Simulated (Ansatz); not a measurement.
# Calculations on CH5BClFO

### Relaxation

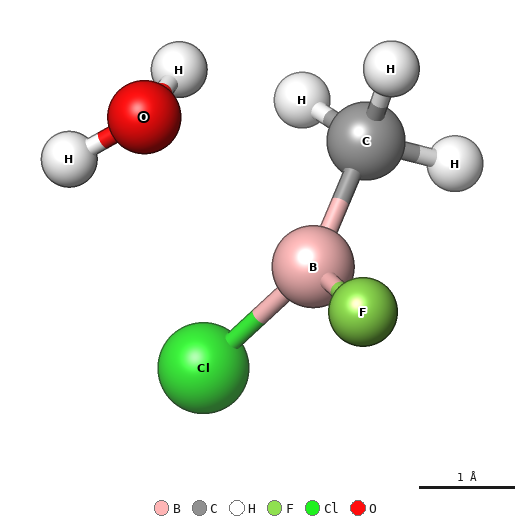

This is the input geometry for a relaxation of CH₅BClFO. The picture is a ball-and-stick view, seen at a tilt.

The run prepares an end point of a later path (reaction) calculation, from a guessed geometry.

These are results of RKS PBE-D4/def2-mTZVP (Ansatz 0.2.0), not measurements.

Input
```yaml
crystal:
  periodic: [false, false, false]
  atoms:
    - { symbol: B, position_ang: [0.041142, 0.225383, 0.219702] }
    - { symbol: C, position_ang: [0.017364, 0.237514, 1.804945] }
    - { symbol: H, position_ang: [-0.937319, -0.09439, 2.236622] }
    - { symbol: H, position_ang: [0.850675, -0.341004, 2.230398] }
    - { symbol: H, position_ang: [0.159402, 1.274973, 2.155274] }
    - { symbol: F, position_ang: [1.186682, 0.299212, -0.456272] }
    - { symbol: Cl, position_ang: [-1.464205, 0.400646, -0.736357] }
    - { symbol: O, position_ang: [-0.058433, -2.364411, 0.472541] }
    - { symbol: H, position_ang: [-0.884064, -2.503483, -0.030221] }
    - { symbol: H, position_ang: [-0.369844, -2.00084, 1.340071] }
basis:
  gaussian: { orbitals: def2-mTZVP }
hamiltonian:
  xc: pbe
  dispersion: d4
relax:
  f_tol: 0.03
  max_steps: 50
output:
  orbitals: {}
```

Command:
```bash
ansatz run input.yaml --threads 4 --pin off --max-ram 5120MiB --backend cpu --events-out ev --progress --plain --runs-dir out
```

**Where does the relaxation end?**

Over 27 accepted moves (31 points after the start) the energy falls by 0.257 eV. The largest force component goes from 0.58 to 0.013 eV/Å. The line search rejected the trial steps at points 14, 22, 25, 27 of the run. The forces were under the threshold at step 24, but the run went on from there. The largest move after the best rigid fit is that of H10, 1.39 Å. By element the largest moves are H 1.39 Å, F 0.56 Å, B 0.52 Å, O 0.49 Å, Cl 0.39 Å, C 0.17 Å. Some distances before and after: B1–O8 2.604 → 1.784 Å, B1–Cl7 1.792 → 1.874 Å, B1–F6 1.332 → 1.375 Å, B1–C2 1.585 → 1.575 Å. Among the angles between lasting bonds that change: C2–B1–Cl7 121.3° → 116.4°, F6–B1–Cl7 116.5° → 112.6°, C2–B1–F6 121.3° → 118.8°. Cost: 39 s on 4 threads of Arm Neoverse V2, on a shared host, peak memory 0.23 GiB.

History of the run:

```json
{"step": "0", "E − E(0), eV": "0.0000", "largest force component, eV/Å": "0.5751", "note": ""}
{"step": "1", "E − E(0), eV": "-0.0120", "largest force component, eV/Å": "1.7408", "note": ""}
{"step": "2", "E − E(0), eV": "-0.0512", "largest force component, eV/Å": "1.2687", "note": ""}
{"step": "3", "E − E(0), eV": "-0.1119", "largest force component, eV/Å": "0.5481", "note": ""}
{"step": "4", "E − E(0), eV": "-0.1639", "largest force component, eV/Å": "0.4181", "note": ""}
{"step": "5", "E − E(0), eV": "-0.1890", "largest force component, eV/Å": "0.5763", "note": ""}
{"step": "6", "E − E(0), eV": "-0.2128", "largest force component, eV/Å": "0.2379", "note": ""}
{"step": "7", "E − E(0), eV": "-0.2162", "largest force component, eV/Å": "0.1107", "note": ""}
{"step": "8", "E − E(0), eV": "-0.2199", "largest force component, eV/Å": "0.1036", "note": ""}
{"step": "9", "E − E(0), eV": "-0.2221", "largest force component, eV/Å": "0.1310", "note": ""}
{"step": "10", "E − E(0), eV": "-0.2232", "largest force component, eV/Å": "0.2464", "note": ""}
{"step": "11", "E − E(0), eV": "-0.2250", "largest force component, eV/Å": "0.1750", "note": ""}
{"step": "12", "E − E(0), eV": "-0.2285", "largest force component, eV/Å": "0.0621", "note": ""}
{"step": "13", "E − E(0), eV": "-0.2307", "largest force component, eV/Å": "0.1624", "note": ""}
{"step": "14", "E − E(0), eV": "-0.2131", "largest force component, eV/Å": "0.9476", "note": "rejected"}
{"step": "16", "E − E(0), eV": "-0.2365", "largest force component, eV/Å": "0.3069", "note": ""}
{"step": "17", "E − E(0), eV": "-0.2401", "largest force component, eV/Å": "0.2500", "note": ""}
{"step": "18", "E − E(0), eV": "-0.2429", "largest force component, eV/Å": "0.1299", "note": ""}
{"step": "19", "E − E(0), eV": "-0.2482", "largest force component, eV/Å": "0.1451", "note": ""}
{"step": "20", "E − E(0), eV": "-0.2502", "largest force component, eV/Å": "0.1277", "note": ""}
{"step": "21", "E − E(0), eV": "-0.2526", "largest force component, eV/Å": "0.0937", "note": ""}
{"step": "22", "E − E(0), eV": "-0.2475", "largest force component, eV/Å": "0.3068", "note": "rejected"}
{"step": "23", "E − E(0), eV": "-0.2541", "largest force component, eV/Å": "0.0452", "note": ""}
{"step": "24", "E − E(0), eV": "-0.2553", "largest force component, eV/Å": "0.0297", "note": ""}
{"step": "25", "E − E(0), eV": "-0.2469", "largest force component, eV/Å": "0.5786", "note": "rejected"}
{"step": "27", "E − E(0), eV": "-0.2558", "largest force component, eV/Å": "0.1753", "note": "rejected"}
{"step": "28", "E − E(0), eV": "-0.2563", "largest force component, eV/Å": "0.0302", "note": ""}
{"step": "29", "E − E(0), eV": "-0.2564", "largest force component, eV/Å": "0.0620", "note": ""}
{"step": "30", "E − E(0), eV": "-0.2565", "largest force component, eV/Å": "0.0310", "note": ""}
{"step": "31", "E − E(0), eV": "-0.2566", "largest force component, eV/Å": "0.0126", "note": ""}
```

The structure at the end:

```xyz
10

B    -0.0692   -0.2198    0.4560
C     0.1059    0.3246    1.9235
H    -0.7666    0.1222    2.5610
H     0.9945   -0.1053    2.4123
H     0.2418    1.4175    1.9020
F     1.0204   -0.2277   -0.3831
Cl   -1.6543    0.2513   -0.4253
O    -0.3315   -1.9775    0.6082
H     0.2477   -2.3553   -0.0886
H    -1.2475   -2.0964    0.2707
```

The end point in the same view:

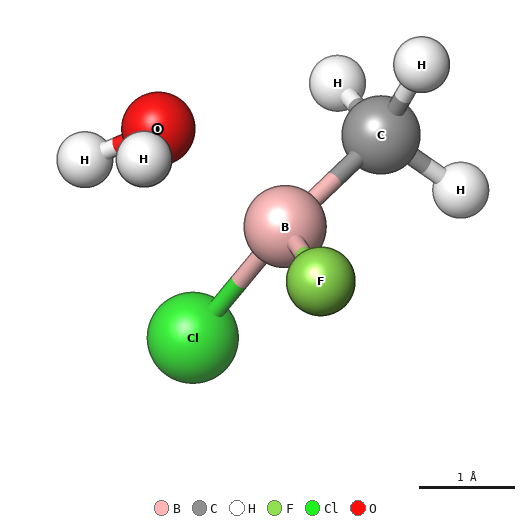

### Relaxation

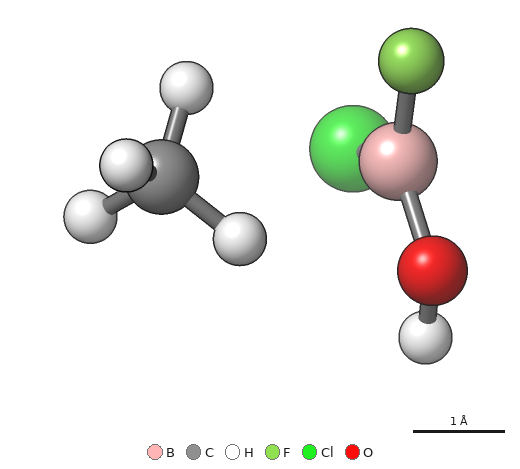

CH$_{5}$BClFO, before the relaxation. The picture is a ball-and-stick view, seen at a tilt.

The run prepares an end point of a later path (reaction) calculation, from a guessed geometry.

Level of theory: RKS PBE-D4/def2-mTZVP in Ansatz.

Input
```yaml
crystal:
  periodic: [false, false, false]
  atoms:
    - { symbol: B, position_ang: [-0.032541, -0.498566, -0.46059] }
    - { symbol: C, position_ang: [-0.03082, -0.146151, 2.33365] }
    - { symbol: H, position_ang: [-0.999211, -0.069242, 2.848742] }
    - { symbol: H, position_ang: [0.771676, -0.246972, 3.081402] }
    - { symbol: H, position_ang: [0.141612, 0.764789, 1.752252] }
    - { symbol: F, position_ang: [1.102578, 0.192617, -0.483381] }
    - { symbol: Cl, position_ang: [-1.575525, 0.352965, -0.747296] }
    - { symbol: O, position_ang: [0.033032, -1.875766, -0.35994] }
    - { symbol: H, position_ang: [-0.846416, -2.291409, -0.42522] }
    - { symbol: H, position_ang: [-0.022985, -1.048666, 1.697082] }
basis:
  gaussian: { orbitals: def2-mTZVP }
hamiltonian:
  xc: pbe
  dispersion: d4
relax:
  f_tol: 0.03
  max_steps: 50
output:
  orbitals: {}
```

Launched with:
```bash
ansatz run input.yaml --threads 4 --pin off --max-ram 5120MiB --backend cpu --events-out ev --progress --plain --runs-dir out
```

Question: Predict the outcome.

Answer: After 15 accepted moves (18 points after the start) the energy has fallen by 4.48 kcal/mol. Largest force component: 0.88 eV/Å at the start, 0.029 eV/Å at the end. The line search rejected the trial steps at points 10, 15, 17 of the run. The forces were under the threshold at step 6, but the run went on from there. H4 moves most after the best rigid fit: 0.79 Å. By element the largest moves are H 0.79 Å, F 0.43 Å, B 0.37 Å, C 0.31 Å, O 0.30 Å, Cl 0.24 Å. Some distances before and after: B1–O8 1.382 → 1.355 Å, C2–H10 1.104 → 1.097 Å. Among the angles between lasting bonds that change: H5–C2–H10 111.9° → 109.5°. The run took 22 s on 4 threads of Arm Neoverse V2 (shared host), peak memory 0.22 GiB.

Final geometry:

```xyz
10

B    -0.1664   -0.5253   -0.8032
C     0.0948   -0.1326    2.6186
H    -0.9884   -0.0621    2.4636
H     0.3146   -0.0463    3.6890
H     0.5957    0.6799    2.0787
F     0.9463    0.2009   -0.8865
Cl   -1.7402    0.3034   -0.9191
O    -0.0570   -1.8674   -0.6511
H    -0.9194   -2.3186   -0.6033
H     0.4614   -1.0984    2.2500
```

After the run, drawn alike:

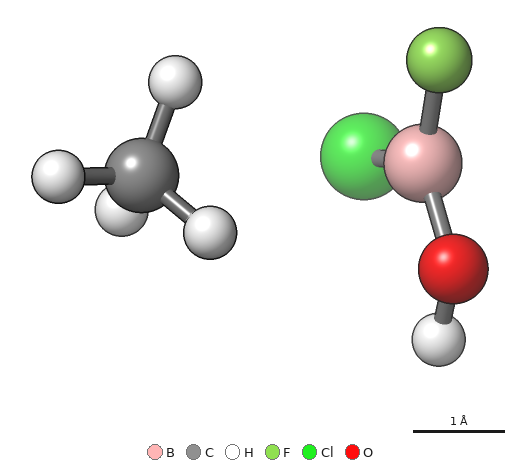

Limits of the set-up: the start holds two separate molecules, 2.2 Å apart at their closest, whose relative position is a soft coordinate.

### Path

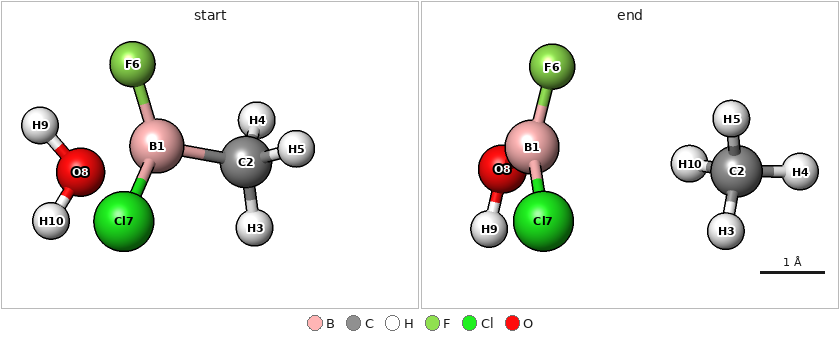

The two relaxed end points of a path for CH5BClFO. Style: ball-and-stick. Shown from a free direction.

Computed with RKS PBE-D4/def2-mTZVP in Ansatz 0.2.0.

Settings: 9 movable images; climbing image; force threshold 0.05 eV/Å; iteration limit 60.

Start:
```xyz
10

B    -0.1139   -0.2161    0.4529
C     0.1338    0.3353    1.9073
H    -0.6829    0.0906    2.6015
H     1.0730   -0.0517    2.3333
H     0.2153    1.4334    1.8808
F     0.9156   -0.1711   -0.4579
Cl   -1.7758    0.1786   -0.3175
O    -0.2807   -1.9845    0.6158
H     0.2676   -2.3336   -0.1200
H    -1.2106   -2.1472    0.3405
```

End:
```xyz
10

B    -0.3070   -0.7042   -0.7824
C     0.2129    0.0521    2.5476
H    -0.8816    0.0515    2.4827
H     0.5152    0.2593    3.5807
H     0.6186    0.8288    1.8882
F     0.7501    0.0647   -1.0348
Cl   -1.9312    0.0277   -0.8398
O    -0.1063   -2.0163   -0.5092
H    -0.9336   -2.5030   -0.3412
H     0.6042   -0.9269    2.2449
```

Question: Predict the minimum-energy path and its barrier.

Answer: The highest point, image 4, lies 29.2 kcal/mol above the start and 52.1 kcal/mol above the end; the end is at −22.9 kcal/mol relative to the start. Breaking: B1–C2 (1.57 → 1.79 at the top → 3.45 Å), O8–H10 (0.98 → 1.28 at the top → 3.05 Å). Forming: B1–O8 (1.78 → 1.55 at the top → 1.36 Å), C2–H10 (3.23 → 1.39 at the top → 1.10 Å). The band converged in 28 iterations, with a climbing image at the top. At the top, the vibrational analysis gives one imaginary mode (1286i cm⁻¹), as a transition state must have.

Energies of the converged images:

```csv
image,path (Å),E (kcal/mol)
0,0.00,0.0
1,0.77,0.4
2,1.53,0.8
3,2.30,4.3
4,3.06,29.2
5,3.77,-3.5
6,4.48,-19.3
7,5.18,-22.5
8,5.89,-22.7
9,6.60,-22.8
10,7.30,-22.9
```

The geometry at the top of the path:

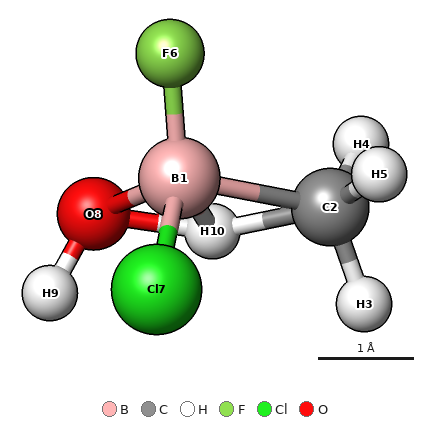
